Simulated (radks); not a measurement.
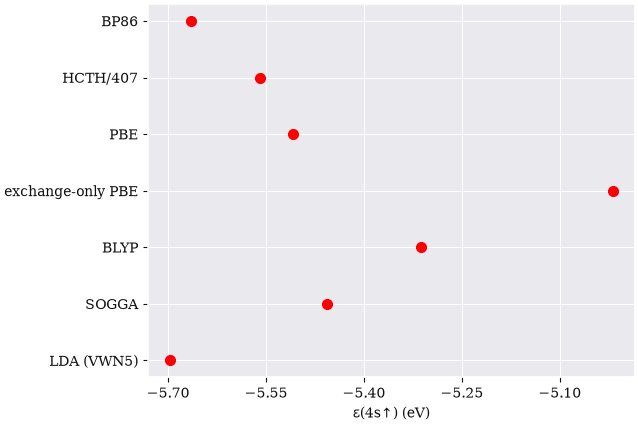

Atomic manganese (Mn) in the configuration [Ar] 3d5 4s2 (high spin). All runs are scalar-relativistic, spin-polarised and spherical, computed with the in-house radial solver radks. The plot shows the eigenvalue (eV) of the 4s up orbital by 7 methods.

Rank the methods.

Answer. The deepest is LDA (VWN5) (−5.70) and the shallowest exchange-only PBE (−5.02), a spread of 0.678 eV. In order (eV): LDA (VWN5) (−5.70), BP86 (−5.67), HCTH/407 (−5.56), PBE (−5.51), SOGGA (−5.46), BLYP (−5.31), exchange-only PBE (−5.02).
